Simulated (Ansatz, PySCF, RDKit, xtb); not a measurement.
# C4H3FOS: which of the isomers drawn lies lowest?, part 2 of 2

Which of a sample of isomers of C4H3FOS is the most stable in the gas at 298.15 K, and what are its properties? The sample is small against all isomers, and the most stable one of this formula need not be in it.

xtb, Ansatz and PySCF; isolated molecules. The steps go on from the part before.

## Step 11: c090a at CCSD(T)/def2-SVP

input.yaml

```yaml
crystal:
  periodic: [false, false, false]
  atoms:
    - {symbol: C, position_ang: [1.195329, 0.976072, -0.848655]}
    - {symbol: C, position_ang: [2.234673, 0.158137, -0.453587]}
    - {symbol: C, position_ang: [1.971297, -0.411725, 0.830911]}
    - {symbol: C, position_ang: [0.774537, -0.049357, 1.408458]}
    - {symbol: F, position_ang: [2.842290, -1.242466, 1.420897]}
    - {symbol: O, position_ang: [1.135533, 1.662909, -2.011350]}
    - {symbol: S, position_ang: [-0.087681, 1.038235, 0.351878]}
    - {symbol: H, position_ang: [0.302122, 2.166704, -2.056968]}
    - {symbol: H, position_ang: [3.137143, -0.026104, -1.047623]}
    - {symbol: H, position_ang: [0.358688, -0.352791, 2.374138]}
basis:
  gaussian:
    orbitals: def2-SVP
correlation:
  method: ccsd_t
  frozen_orbitals: {H: 0, C: 1, O: 1, S: 5, F: 1}
```

On the command line:

```console
ansatz run input.yaml --threads 2 --pin off --max-ram 5220MiB --events-out events.jsonl --progress --plain --runs-dir runs
```

Output, cut to the lines that bear on the results:

```text
Warning: RAYON_NUM_THREADS=2 ignored (pool sized by the plan → 2); use --threads N
Functional definition: HF
  name "HF"
[...]
1158 factors; integrals over basis functions are off by at most 1.4e-3 eV
[...]
mean field -19717.90590714 eV, -724.6196768106 hartree, gradient 3.2e-6 eV, S^2 0.000000; 0 other end points of the search recorded, 0 dependent functions left out; unrestricted orbitals would lower it
11 core orbitals not correlated: weight in the atoms' cores, before any rotation towards them, 1.000 or more for the frozen orbitals, at most 0.000 for the correlated occupied ones
reference -19717.90590714 eV, -724.6196768106 hartree; 19, 19 occupied and 87, 87 virtual orbitals, 1158 factors
second order -27.63495919 eV of doubles, -0.00000000 eV of singles
cycle   1  -27.61091762 eV  change    2.4e-2 eV  update   1.3e-1
[...]
cycle  10  -28.49821525 eV  change   -2.1e-5 eV  update   1.9e-5
perturbative correction -1.05945760 eV, -0.0389343487 hartree
Total energy: -19747.46357998 eV, -725.7059012529 hartree
```

Run time: 9.6 s. Hardware: 2 threads of Intel Xeon 6975P-C (Granite Rapids), shared host; peak memory 0.69 GiB.

For c372a, c090a, c135a, c856a, c605a, c221a the log finds that unrestricted Hartree-Fock orbitals lie lower, a sign to watch the closed-shell reference there.

## Step 12: Putting it together

Energies in kcal/mol from c372a; G adds the thermal terms to the CCSD(T)/def2-SVP + MP2/def2-TZVPP - MP2/def2-SVP energy. The columns left of the relaxed level are at the tight-binding geometries.

```csv
label,SMILES,spin,GFN2-xTB,HF/STO-3G,r2SCAN-D4/def2-SVP,PBE-D3(BJ)/def2-SVP,HF/def2-SVP,MP2/def2-SVP,CCSD(T)/def2-SVP + MP2/def2-TZVPP - MP2/def2-SVP,G,share at equilibrium,T1
c372a,Oc1cscc1F,singlet,0.0,0.0,0.0,0.0,0.0,0.0,0.0,0.0,98.3 %,0.013
c090a,Oc1cc(F)cs1,singlet,-0.6,0.3,1.8,1.9,1.5,2.4,2.7,2.5,1.4 %,0.013
c135a,Oc1sccc1F,singlet,1.9,0.0,3.6,3.4,3.4,3.4,3.9,3.7,0.2 %,0.013
c856a,Oc1csc(F)c1,singlet,1.8,-1.0,3.7,3.6,3.7,3.9,4.0,3.9,0.1 %,0.013
c605a,Oc1ccsc1F,singlet,2.9,0.7,5.1,4.8,5.1,5.0,4.9,4.9,< 0.1 %,0.013
c221a,Oc1ccc(F)s1,singlet,2.1,0.9,6.8,6.2,7.2,6.9,7.4,7.1,< 0.1 %,0.013
```

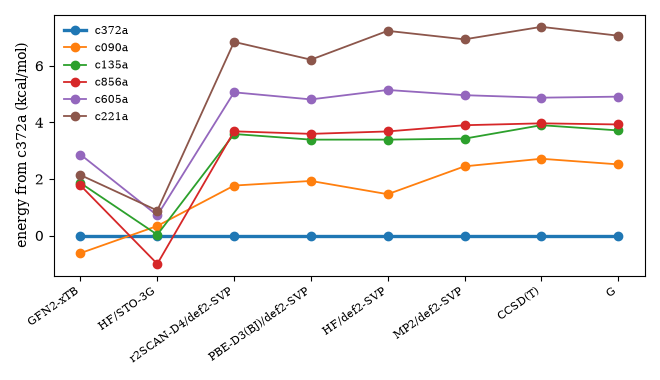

The finalists at each level, measured from c372a.

Lowest found: c372a, `Oc1cscc1F`, a singlet. Bond lengths: C1–C2 1.383 Å, C1–C4 1.436 Å, C3–C4 1.375 Å, C4–F5 1.350 Å, C1–O6 1.356 Å, C2–S7 1.739 Å, C3–S7 1.733 Å, O6–H8 0.978 Å, C2–H9 1.095 Å, C3–H10 1.095 Å. Some angles: C1–C2–S7 111.4°, C2–C1–C4 111.2°, C2–C1–O6 125.6°, C4–C1–O6 123.2°, C1–C4–C3 114.8°, C1–C4–F5 119.4°, C3–C4–F5 125.8°, C4–C3–S7 109.8°, C2–S7–C3 92.8°, C1–C2–H9 127.6°.

```xyz
10

C     1.0191    0.7246   -0.5806
C     2.3284    0.9796   -0.9444
C     2.1761   -0.2699    1.2315
C     0.9553    0.0107    0.6641
F    -0.2495   -0.3241    1.1742
O    -0.0810    1.0884   -1.2857
S     3.4463    0.3491    0.2284
H    -0.8589    0.7739   -0.7842
H     2.6844    1.5030   -1.8379
H     2.3837   -0.7981    2.1679
```

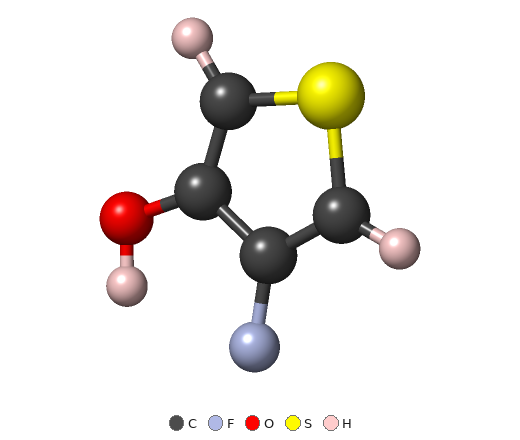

The lowest structure found, seen from a chosen angle (carbon dark grey, fluorine light blue, oxygen red, sulfur yellow, hydrogen pink).

## Step 13: Density, orbitals and dipole (PBE0/def2-SVPD)

input.yaml

```yaml
basis:
  gaussian: {orbitals: def2-SVPD}
crystal:
  periodic: [false, false, false]
  atoms:
    - {symbol: C, position_ang: [1.019086, 0.724648, -0.580570]}
    - {symbol: C, position_ang: [2.328434, 0.979567, -0.944444]}
    - {symbol: C, position_ang: [2.176062, -0.269934, 1.231473]}
    - {symbol: C, position_ang: [0.955273, 0.010734, 0.664106]}
    - {symbol: F, position_ang: [-0.249479, -0.324080, 1.174246]}
    - {symbol: O, position_ang: [-0.081020, 1.088394, -1.285687]}
    - {symbol: S, position_ang: [3.446344, 0.349121, 0.228431]}
    - {symbol: H, position_ang: [-0.858926, 0.773918, -0.784215]}
    - {symbol: H, position_ang: [2.684436, 1.503016, -1.837908]}
    - {symbol: H, position_ang: [2.383663, -0.798071, 2.167928]}
hamiltonian: {xc: pbe0}
output: {forces: true, orbitals: {seedname: orbitals}}
```

On the command line:

```console
ansatz run input.yaml --threads 2 --pin off --max-ram 5220MiB --events-out events.jsonl --progress --plain --runs-dir runs
```

Output, cut to the lines that bear on the results:

```text
Warning: RAYON_NUM_THREADS=2 ignored (pool sized by the plan → 2); use --threads N
Functional definition: PBE0
  name "PBE0"
[...]
1513 factors; their error is unknown
[...]
mean field -19772.51183215 eV, -726.6264075416 hartree, gradient 6.4e-5 eV, S^2 0.000000; 0 other end points of the search recorded, 0 dependent functions left out
[...]
reference -19772.51187635 eV, -726.6264091658 hartree; 30, 30 occupied and 147, 147 virtual orbitals, 1513 factors
Total energy: -19772.51187635 eV, -726.6264091658 hartree
Atom 0 at     1.019086     0.724648    -0.580570 Å, force     0.434488     0.016838    -0.002196 eV/Å
Atom 1 at     2.328434     0.979567    -0.944444 Å, force    -0.408701    -0.110368     0.167500 eV/Å
Atom 2 at     2.176062    -0.269934     1.231473 Å, force    -0.385861     0.100699    -0.200419 eV/Å
Atom 3 at     0.955273     0.010734     0.664106 Å, force     0.345459     0.009541     0.005048 eV/Å
Atom 4 at    -0.249479    -0.324080     1.174246 Å, force     0.487172     0.115601    -0.171853 eV/Å
Atom 5 at    -0.081020     1.088394    -1.285687 Å, force    -0.154788    -0.414560     0.715448 eV/Å
Atom 6 at     3.446344     0.349121     0.228431 Å, force    -0.575270    -0.000458    -0.036190 eV/Å
Atom 7 at    -0.858926     0.773918    -0.784215 Å, force     0.416044     0.278483    -0.461245 eV/Å
Atom 8 at     2.684436     1.503016    -1.837908 Å, force    -0.098275    -0.149320     0.255572 eV/Å
Atom 9 at     2.383663    -0.798071     2.167928 Å, force    -0.060269     0.153545    -0.271666 eV/Å
Dipole moment:     0.017729    -0.054164     0.095817 e Å
```

Run time: 3.6 s. Hardware: 2 threads of Intel Xeon 6975P-C (Granite Rapids), shared host; peak memory 0.52 GiB.

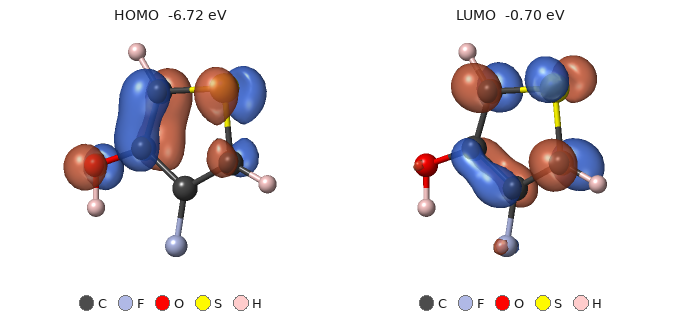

Frontier orbitals of this run, surfaces at ±0.2 Å^-3/2.

## Step 14: Electronic excitations (TD-PBE0/def2-SVPD)

An in-house driver calls PySCF's response routines at TD-PBE0/def2-SVPD; it has no typed input.

Output:

```text
coarse grid: 10000 points
cycle   1  E = -726.4706553246  dE =  1.227e+00  |g| = 6.069e-01  |ddm| = 5.121e+00
cycle   2  E = -726.3952021265  dE =  7.545e-02  |g| = 8.880e-01  |ddm| = 1.648e+00
cycle   3  E = -726.5376914731  dE = -1.425e-01  |g| = 8.335e-02  |ddm| = 1.061e+00
cycle   4  E = -726.5389481632  dE = -1.257e-03  |g| = 3.378e-02  |ddm| = 1.992e-01
cycle   5  E = -726.5392238336  dE = -2.757e-04  |g| = 8.234e-03  |ddm| = 7.477e-02
cycle   6  E = -726.5392412781  dE = -1.744e-05  |g| = 2.248e-03  |ddm| = 1.725e-02
cycle   7  E = -726.5392423973  dE = -1.119e-06  |g| = 1.042e-03  |ddm| = 5.385e-03
final grid: 95512 points
cycle   8  E = -726.6264061651  dE = -1.633e-05  |g| = 1.018e-02  |ddm| = 1.024e-01
cycle   9  E = -726.6263690971  dE =  3.707e-05  |g| = 1.631e-02  |ddm| = 3.544e-02
cycle  10  E = -726.6264295824  dE = -6.049e-05  |g| = 1.039e-03  |ddm| = 2.395e-02
cycle  11  E = -726.6264298176  dE = -2.352e-07  |g| = 3.607e-04  |ddm| = 2.159e-03
cycle  12  E = -726.6264298503  dE = -3.272e-08  |g| = 1.106e-04  |ddm| = 7.464e-04
cycle  13  E = -726.6264298531  dE = -2.831e-09  |g| = 3.875e-05  |ddm| = 2.299e-04
cycle  14  E = -726.6264298535  dE = -3.647e-10  |g| = 8.972e-06  |ddm| = 8.313e-05
converged SCF energy = -726.6264298535

Static polarisability (au): isotropic 68.381, principal 44.795 73.309 87.039

Singlet excitations
state   eV       nm        f      main configurations
  1   5.3172    233.2   0.10857   H->L 0.90
  2   5.5781    222.3   0.00093   H->L+2 0.95
  3   5.6082    221.1   0.00001   H->L+1 0.98
  4   5.8314    212.6   0.09362   H-1->L 0.89
  5   5.9583    208.1   0.00419   H-1->L+2 0.65, H-1->L+1 0.30
  6   6.1509    201.6   0.00015   H-1->L+1 0.67, H-1->L+2 0.30
  7   6.5121    190.4   0.00973   H->L+3 0.97
  8   6.9358    178.8   0.00957   H-1->L+3 0.89

Triplet excitations (Tamm-Dancoff, eV): 3.5613 4.1187 5.2579
```

Run time: 11 s. Hardware: 2 threads of Intel Xeon 6975P-C (Granite Rapids), shared host; peak memory 0.76 GiB.

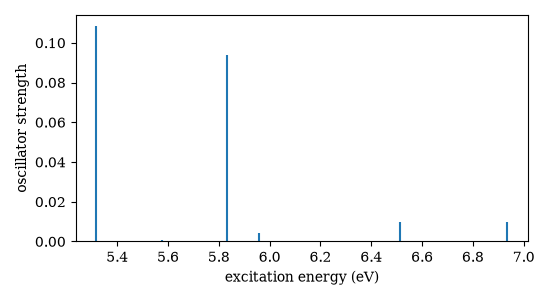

Vertical excitations as sticks.

The roots found:

```csv
excited state,energy (eV),strength
1,5.317,0.1086
2,5.578,0.0009
3,5.608,0.0000
4,5.831,0.0936
5,5.958,0.0042
6,6.151,0.0001
7,6.512,0.0097
8,6.936,0.0096
```

## Step 15: NMR shieldings (GIAO PBE0/pcSseg-1)

An in-house driver calls PySCF's response routines at GIAO PBE0/pcSseg-1; it has no typed input.

Output:

```text
coarse grid: 10000 points
cycle   1  E = -726.7790198882  dE =  1.287e+00  |g| = 6.534e-01  |ddm| = 3.255e+00
cycle   2  E = -726.7030933667  dE =  7.593e-02  |g| = 9.376e-01  |ddm| = 1.158e+00
cycle   3  E = -726.8513146662  dE = -1.482e-01  |g| = 8.607e-02  |ddm| = 7.638e-01
cycle   4  E = -726.8526252759  dE = -1.311e-03  |g| = 3.427e-02  |ddm| = 9.367e-02
cycle   5  E = -726.8529033175  dE = -2.780e-04  |g| = 9.175e-03  |ddm| = 4.468e-02
cycle   6  E = -726.8529242210  dE = -2.090e-05  |g| = 2.815e-03  |ddm| = 1.340e-02
cycle   7  E = -726.8529258803  dE = -1.659e-06  |g| = 1.161e-03  |ddm| = 3.691e-03
final grid: 95512 points
cycle   8  E = -726.9134879737  dE = -1.794e-05  |g| = 1.045e-02  |ddm| = 2.647e-02
cycle   9  E = -726.9134558238  dE =  3.215e-05  |g| = 1.626e-02  |ddm| = 2.148e-02
cycle  10  E = -726.9135106776  dE = -5.485e-05  |g| = 7.975e-04  |ddm| = 1.374e-02
cycle  11  E = -726.9135107800  dE = -1.024e-07  |g| = 3.043e-04  |ddm| = 7.771e-04
cycle  12  E = -726.9135107992  dE = -1.920e-08  |g| = 9.366e-05  |ddm| = 2.905e-04
cycle  13  E = -726.9135108010  dE = -1.787e-09  |g| = 4.081e-05  |ddm| = 1.166e-04
cycle  14  E = -726.9135108015  dE = -4.552e-10  |g| = 5.316e-06  |ddm| = 4.954e-05
converged SCF energy = -726.9135108015

GIAO shielding tensors (ppm)
atom      isotropic    diamagn.    paramagn.     s11        s22        s33       span
  0 C       34.155     250.899    -216.744    -35.485     31.919    106.031    141.516
  1 C       74.911     257.927    -183.016      6.928     67.128    150.677    143.748
  2 C       71.301     260.656    -189.355      2.078     58.863    152.962    150.885
  3 C       28.111     246.104    -217.993    -34.108     46.838     71.604    105.712
  4 F      325.497     475.946    -150.448    223.622    326.505    426.364    202.742
  5 O      234.897     391.370    -156.473    169.006    235.426    300.258    131.252
  6 S      378.168    1053.970    -675.801    204.290    425.579    504.637    300.347
  7 H       26.612      33.240      -6.628     17.017     27.303     35.517     18.500
  8 H       24.762      28.586      -3.824     21.068     25.355     27.862      6.794
  9 H       24.480      29.098      -4.618     21.196     24.815     27.430      6.234
```

Run time: 6.3 s. Hardware: 2 threads of Intel Xeon 6975P-C (Granite Rapids), shared host; peak memory 0.75 GiB.

Isotropic shieldings, averaged over atoms that the bond graph makes equivalent (absolute, not shifts):

```csv
atoms,shielding (ppm)
C1,34.2
C2,74.9
C3,71.3
C4,28.1
F5,325.5
O6,234.9
S7,378.2
H8,26.61
H9,24.76
H10,24.48
```

## Step 16: The cation at the same geometry (PBE0/def2-SVPD)

input.yaml, as its differences from that of step 13:

```diff
@@ -1,3 +1 @@
-basis:
-  gaussian: {orbitals: def2-SVPD}
 crystal:
@@ -15,3 +13,10 @@
     - {symbol: H, position_ang: [2.383663, -0.798071, 2.167928]}
-hamiltonian: {xc: pbe0}
-output: {forces: true, orbitals: {seedname: orbitals}}
+basis:
+  gaussian:
+    orbitals: def2-SVPD
+total_charge: 1
+hamiltonian:
+  xc: pbe0
+magnetization:
+  spin_polarized: true
+  initial_magnetization: 1
```

On the command line:

```console
ansatz run input.yaml --threads 2 --pin off --max-ram 5220MiB --events-out events.jsonl --progress --plain --runs-dir runs
```

Output:

```text
Warning: RAYON_NUM_THREADS=2 ignored (pool sized by the plan → 2); use --threads N
[... 2 set-up lines as earlier in the session ...]
  parameter a = 0.25
  parameter kappa = 0.804
  parameter beta = 0.06672455060314922
  exchange = (1 - a)*pbe_x(kappa = kappa, mu = beta*pi^2/3) + a*exact_x
  correlation = pbe_c(beta = beta)
1513 factors; their error is unknown
mean field evaluation 1: about -19750.0588 eV, gradient 5.4e1 eV
mean field evaluation 2: about -19721.2709 eV, gradient 9.3e1 eV
mean field evaluation 4: about -19763.0763 eV, gradient 1.1e1 eV
mean field evaluation 8: about -19763.6453 eV, gradient 6.2e-1 eV
mean field evaluation 16: about -19763.6951 eV, gradient 1.2e-1 eV
mean field evaluation 32: about -19763.7704 eV, gradient 9.5e-5 eV
mean field -19763.77037843 eV, -726.3051650427 hartree, gradient 1.3e-5 eV, S^2 0.760410; 2 other end points of the search recorded, 0 dependent functions left out
reference -19763.77042952 eV, -726.3051669201 hartree; 30, 29 occupied and 147, 148 virtual orbitals, 1513 factors
Total energy: -19763.77042952 eV, -726.3051669201 hartree
```

It took 14 s on 2 threads of Intel Xeon 6975P-C (Granite Rapids), shared host; peak memory 0.96 GiB.

Difference from the parent: 8.74 eV.

## Step 17: The anion at the same geometry (PBE0/def2-SVPD)

input.yaml

```yaml
crystal:
  periodic: [false, false, false]
  atoms:
    - symbol: C
      position_ang: [1.019086, 0.724648, -0.580570]
    - symbol: C
      position_ang: [2.328434, 0.979567, -0.944444]
    - symbol: C
      position_ang: [2.176062, -0.269934, 1.231473]
    - symbol: C
      position_ang: [0.955273, 0.010734, 0.664106]
    - symbol: F
      position_ang: [-0.249479, -0.324080, 1.174246]
    - symbol: O
      position_ang: [-0.081020, 1.088394, -1.285687]
    - symbol: S
      position_ang: [3.446344, 0.349121, 0.228431]
    - symbol: H
      position_ang: [-0.858926, 0.773918, -0.784215]
    - symbol: H
      position_ang: [2.684436, 1.503016, -1.837908]
    - symbol: H
      position_ang: [2.383663, -0.798071, 2.167928]
basis:
  gaussian:
    orbitals: def2-SVPD
total_charge: -1
magnetization:
  spin_polarized: true
  initial_magnetization: 1
hamiltonian:
  xc: pbe0
scf:
  lower_state_search: "off"
```

On the command line:

```console
ansatz run input.yaml --threads 2 --pin off --max-ram 5220MiB --events-out events.jsonl --progress --plain --runs-dir runs
```

Output, cut to the lines that bear on the results:

```text
Warning: RAYON_NUM_THREADS=2 ignored (pool sized by the plan → 2); use --threads N
[... 2 set-up lines as earlier in the session ...]
[...]
1513 factors; their error is unknown
[...]
mean field -19771.31921143 eV, -726.5825795385 hartree, gradient 1.9e-6 eV, S^2 0.757656; 0 other end points of the search recorded, 0 dependent functions left out
reference -19771.31924999 eV, -726.5825809556 hartree; 31, 30 occupied and 146, 147 virtual orbitals, 1513 factors
Total energy: -19771.31924999 eV, -726.5825809556 hartree
Checks for a lower state left out: stability, starts, cluster_reference, orbital_swaps, neighbouring_geometries, increment
```

Wall time 18 s (2 threads of Intel Xeon 6975P-C (Granite Rapids), shared host); peak memory 0.97 GiB.

Parent less the species with the added electron: -1.19 eV. In this basis the extra electron isn't bound at this geometry, so the number hangs on the basis; a diffuse state bound by the dipole can't be described by it.

## Step 18: The triplet at the same geometry (PBE0/def2-SVPD)

input.yaml

```yaml
crystal:
  periodic: [false, false, false]
  atoms:
    - {symbol: C, position_ang: [1.019086, 0.724648, -0.580570]}
    - {symbol: C, position_ang: [2.328434, 0.979567, -0.944444]}
    - {symbol: C, position_ang: [2.176062, -0.269934, 1.231473]}
    - {symbol: C, position_ang: [0.955273, 0.010734, 0.664106]}
    - {symbol: F, position_ang: [-0.249479, -0.324080, 1.174246]}
    - {symbol: O, position_ang: [-0.081020, 1.088394, -1.285687]}
    - {symbol: S, position_ang: [3.446344, 0.349121, 0.228431]}
    - {symbol: H, position_ang: [-0.858926, 0.773918, -0.784215]}
    - {symbol: H, position_ang: [2.684436, 1.503016, -1.837908]}
    - {symbol: H, position_ang: [2.383663, -0.798071, 2.167928]}
basis:
  gaussian:
    orbitals: def2-SVPD
total_charge: 0
magnetization:
  spin_polarized: true
  initial_magnetization: 2
hamiltonian:
  xc: {name: PBE0}
```

On the command line:

```console
ansatz run input.yaml --threads 2 --pin off --max-ram 5220MiB --events-out events.jsonl --progress --plain --runs-dir runs
```

Output, cut to the lines that bear on the results:

```text
Warning: RAYON_NUM_THREADS=2 ignored (pool sized by the plan → 2); use --threads N
[... 7 set-up lines as earlier in the session ...]
1513 factors; their error is unknown
mean field evaluation 1: about -19760.6606 eV, gradient 4.1e1 eV
mean field evaluation 2: about -19750.5230 eV, gradient 6.1e1 eV
mean field evaluation 4: about -19768.2974 eV, gradient 7.7e0 eV
mean field evaluation 8: about -19768.8375 eV, gradient 9.9e-1 eV
mean field evaluation 16: about -19768.8924 eV, gradient 4.2e-2 eV
mean field evaluation 32: about -19768.7592 eV, gradient 1.2e0 eV
mean field -19768.97015120 eV, -726.4962531672 hartree, gradient 2.5e-5 eV, S^2 2.026195; 2 other end points of the search recorded, 0 dependent functions left out
reference -19768.97019483 eV, -726.4962547709 hartree; 31, 29 occupied and 146, 148 virtual orbitals, 1513 factors
Total energy: -19768.97019483 eV, -726.4962547709 hartree
```

It took 6.9 s on 2 threads of Intel Xeon 6975P-C (Granite Rapids), shared host; peak memory 0.67 GiB.

It lies 3.54 eV above the singlet.

## Step 19: What came out

The summary covers parts 1 to 2.

```
                                           quantity                                                                                                               value
                             lowest structure found                                                                                                  Oc1cscc1F, singlet
                                      next finalist                                                                      Oc1cc(F)cs1, singlet, 2.5 kcal/mol higher in G
          share at equilibrium, among the finalists                                                                                                              98.3 %
                                             funnel  6 starts, 6 minima at GFN2-xTB from these starts (9 with those found later), 9 screening runs, 6 relaxed, 6 ranked
                               CPU time of all runs                                                                                                             7.1 min
                     dipole moment (PBE0/def2-SVPD)                                                                                                              0.54 D
                       HOMO energy (PBE0/def2-SVPD)                                                                                                            -6.72 eV
                       LUMO energy (PBE0/def2-SVPD)                                                                                                            -0.70 eV
                     HOMO–LUMO gap (PBE0/def2-SVPD)                                                                                                             6.01 eV
              lowest excitation (TD-PBE0/def2-SVPD)                                                                                                 5.32 eV (f = 0.109)
lowest triplet excitation, same level, Tamm-Dancoff                                                                                                             3.56 eV
                         vertical ionisation energy                                                                                                             8.74 eV
                         vertical electron affinity                                                                  -1.19 eV (unbound: the value depends on the basis)
                      vertical triplet less singlet                                                                                                            +3.54 eV
```

In words: The lowest structure found is `Oc1cscc1F`. The margin, 2.5 kcal/mol, is modest. r2SCAN-D4/def2-SVP, PBE-D3(BJ)/def2-SVP, HF/def2-SVP and MP2/def2-SVP already put its bonding pattern lowest among the structures in one piece; GFN2-xTB favours the singlet Oc1cc(F)cs1; HF/STO-3G favours the singlet Oc1csc(F)c1. The largest share of the time went into the final energies (43 % of the CPU time that the search's summary counts). Lowest found is not proven lowest: the search is finite, and each finalist counts with one conformer. Only 6 drawn patterns were tried, so whole families of isomers are missing, and the result ranks this sample alone.
